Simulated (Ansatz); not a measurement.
# SiH2SO (SMILES O[Si]S): levels of theory compared

We compute a comparison of 6 runs (UHF/STO-3G, B2PLYP/STO-3G, CAM-B3LYP/STO-3G, UPBE/STO-3G, UMP2/STO-3G, CCSDTQ/STO-3G) of SiH2SO. 

The calculation is run with Ansatz 0.2.0.

75 further runs of the same task are left out: 3 that didn't finish, 72 set aside as unsound or not needed.

### Step 1. Starting point

SiH2SO has 5 atoms, charge 0, and is taken as a singlet. As SMILES, `O[Si]S`. The S3–Si2 distance was set to 2.720 Å, away from the relaxed value.

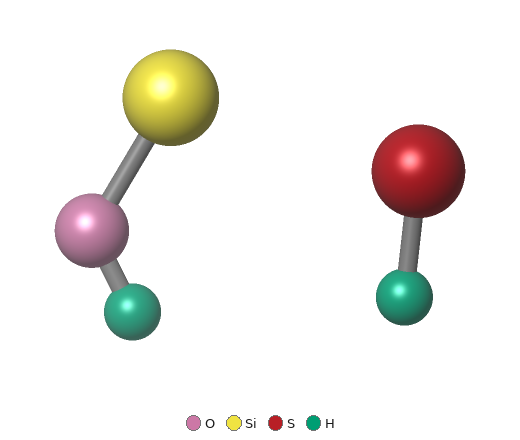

The structure, seen from a chosen angle (oxygen pink, silicon yellow, sulfur red, hydrogen teal).

### Step 2. A single-point energy at UHF/STO-3G (run 1)

File in.yaml:

```yaml
crystal:
  periodic: [false, false, false]
  atoms:
    - {symbol: O, position_ang: [-1.725843, -0.700726, -0.435754]}
    - {symbol: Si, position_ang: [-1.487943, 0.909474, -0.189454]}
    - {symbol: S, position_ang: [1.167700, 1.118600, 0.360300]}
    - {symbol: H, position_ang: [-1.020543, -1.349926, -0.377154]}
    - {symbol: H, position_ang: [1.523000, -0.176500, 0.270700]}
basis:
  gaussian:
    orbitals: STO-3G
magnetization:
  spin_polarized: true
  initial_magnetization: 0
accuracy: high
hamiltonian:
  xc: hf
```

Command:

```console
ansatz run in.yaml --threads 1 --pin off --max-ram 2610MiB --events-out events.jsonl --progress --plain --runs-dir runs
```

Standard output:

```text
Warning: RAYON_NUM_THREADS=1 ignored (pool sized by the plan → 1); use --threads N
Functional definition: HF
  name "HF"
  exchange = exact_x
  correlation = 0
443 factors; integrals over basis functions are off by at most 3.2e-8 eV
mean field evaluation 1: about -20505.6667 eV, gradient 1.8e1 eV
mean field evaluation 2: about -20505.7258 eV, gradient 1.8e1 eV
mean field evaluation 4: about -20509.1194 eV, gradient 1.1e0 eV
mean field evaluation 8: about -20509.1436 eV, gradient 2.8e-2 eV
mean field evaluation 16: about -20509.2008 eV, gradient 5.2e-1 eV
mean field evaluation 32: about -20508.8666 eV, gradient 1.6e0 eV
mean field evaluation 64: about -20506.1571 eV, gradient 4.9e0 eV
mean field evaluation 96: about -20498.9592 eV, gradient 1.0e1 eV
mean field evaluation 128: about -20507.5777 eV, gradient 2.1e-1 eV
mean field evaluation 160: about -20508.3413 eV, gradient 1.3e0 eV
mean field -20509.22077561 eV, -753.6999618545 hartree, gradient 1.2e-8 eV, S^2 0.291820; 3 other end points of the search recorded, 0 dependent functions left out
reference -20509.22077561 eV, -753.6999618545 hartree; 20, 20 occupied and 5, 5 virtual orbitals, 443 factors
Total energy: -20509.22077561 eV, -753.6999618545 hartree
```

It took 0.42 s on 1 thread of Arm Neoverse V2, shared host.

### Step 3. A single-point energy at B2PLYP/STO-3G (run 2)

File run.yaml:

```yaml
basis:
  gaussian:
    orbitals: STO-3G
crystal:
  periodic: [false, false, false]
  atoms:
    - {symbol: O, position_ang: [-1.725843, -0.700726, -0.435754]}
    - {symbol: Si, position_ang: [-1.487943, 0.909474, -0.189454]}
    - {symbol: S, position_ang: [1.167700, 1.118600, 0.360300]}
    - {symbol: H, position_ang: [-1.020543, -1.349926, -0.377154]}
    - {symbol: H, position_ang: [1.523000, -0.176500, 0.270700]}
hamiltonian:
  xc: {name: B2PLYP}
correlation:
  frozen_orbitals: {H: 0, O: 1, S: 5, Si: 5}
accuracy: high
```

Command:

```console
ansatz run run.yaml --threads 1 --pin off --max-ram 2610MiB --events-out events.jsonl --progress --plain --runs-dir runs
```

Standard output (excerpt; [...] marks lines left out):

```text
Warning: RAYON_NUM_THREADS=1 ignored (pool sized by the plan → 1); use --threads N
Functional definition: B2PLYP
  name "B2PLYP"
[...]
443 factors; integrals over basis functions are off by at most 3.2e-8 eV
[...]
mean field -20538.28308680 eV, -754.7679820915 hartree, gradient 1.6e-8 eV, S^2 0.000000; 0 other end points of the search recorded, 0 dependent functions left out
11 core orbitals not correlated: weight in the atoms' cores, before any rotation towards them, 1.000 or more for the frozen orbitals, at most 0.000 for the correlated occupied ones
reference -20538.28310535 eV, -754.7679827734 hartree; 9, 9 occupied and 5, 5 virtual orbitals, 443 factors
second order -4.36110474 eV of doubles, -0.00000000 eV of singles
Total energy: -20539.46060363 eV, -754.8112550371 hartree
```

It took 1.8 s on 1 thread of Arm Neoverse V2, shared host; peak memory 0.1 GiB.

Runs 3 to 5 aren't shown in full; the table further down has their settings and results.

### Step 4. The energy at CCSDTQ/STO-3G (run 6)

File job.yaml:

```yaml
crystal:
  periodic: [false, false, false]
  atoms:
    - {symbol: O, position_ang: [-1.725843, -0.700726, -0.435754]}
    - {symbol: Si, position_ang: [-1.487943, 0.909474, -0.189454]}
    - {symbol: S, position_ang: [1.167700, 1.118600, 0.360300]}
    - {symbol: H, position_ang: [-1.020543, -1.349926, -0.377154]}
    - {symbol: H, position_ang: [1.523000, -0.176500, 0.270700]}
basis:
  gaussian:
    orbitals: STO-3G
scf:
  omitted_lower_state_checks: [cluster_reference, increment]
accuracy: high
correlation:
  method: ccsdtq
  frozen_orbitals: {H: 0, O: 1, S: 5, Si: 5}
```

Command:

```console
ansatz run job.yaml --threads 1 --pin off --max-ram 2610MiB --events-out events.jsonl --progress --plain --runs-dir runs
```

Standard output (excerpt; [...] marks lines left out):

```text
Warning: RAYON_NUM_THREADS=1 ignored (pool sized by the plan → 1); use --threads N
Functional definition: HF
  name "HF"
[...]
443 factors; integrals over basis functions are off by at most 3.2e-8 eV
[...]
mean field -20509.14364839 eV, -753.6971274814 hartree, gradient 1.5e-8 eV, S^2 0.000000; 0 other end points of the search recorded, 0 dependent functions left out; unrestricted orbitals would lower it
11 core orbitals not correlated: weight in the atoms' cores, before any rotation towards them, 1.000 or more for the frozen orbitals, at most 0.000 for the correlated occupied ones
reference -20509.14364839 eV, -753.6971274814 hartree; 9, 9 occupied and 5, 5 virtual orbitals, 443 factors
second order -2.90715306 eV of doubles, -0.00000000 eV of singles
cycle   1  -3.28727456 eV  change   -3.8e-1 eV  update   1.4e-1
[...]
cycle  31  -3.96499195 eV  change  -8.1e-10 eV  update   1.7e-9
Total energy: -20513.10864034 eV, -753.8428382481 hartree
Checks for a lower state left out: cluster_reference, increment
```

It took 8.4 s on 1 thread of Arm Neoverse V2, shared host; peak memory 0.15 GiB.

### Step 5. Overview of the runs

| run | level | frozen core orbitals | energy (Eh) | wall time |
| --- | --- | --- | --- | --- |
| 1 | UHF/STO-3G | – | -753.699962 | 0.42 s |
| 2 | B2PLYP/STO-3G | 11 | -754.811255 | 1.8 s |
| 3 | CAM-B3LYP/STO-3G | – | -755.136896 | 1.4 s |
| 4 | UPBE/STO-3G | – | -754.797465 | 2 s |
| 5 | UMP2/STO-3G | 11 | -753.793197 | 0.52 s |
| 6 | CCSDTQ/STO-3G | 11 | -753.842838 | 8.4 s |

### Step 6. Summary of results

| quantity | value |
| --- | --- |
| run 6: total energy | -753.84284 Eh |
| run 6: correlation energy (11 core orbitals frozen) | -145.7 mEh |
| run 6: T1 diagnostic | 0.026 |

In words: Below the UHF energy at the same shape and in the same basis (STO-3G): UMP2 -93.2 mEh; CCSDTQ -142.9 mEh. Some of these start from another determinant than that one, so these aren't their correlation energies. Totals of different functionals can't be ranked against each other. In run 6 the log says that unrestricted orbitals would lower the reference, so the values rest on an unstable closed-shell determinant (other closed-shell runs at this shape may share the fault). In runs 1, 2, 3, 4, 5, 6 the basis is minimal, so the values are rough. Spin contamination of the reference: run 1 ⟨S²⟩ = 0.29, run 5 ⟨S²⟩ = 0.29. All runs together took 15 s, the longest 8.4 s.
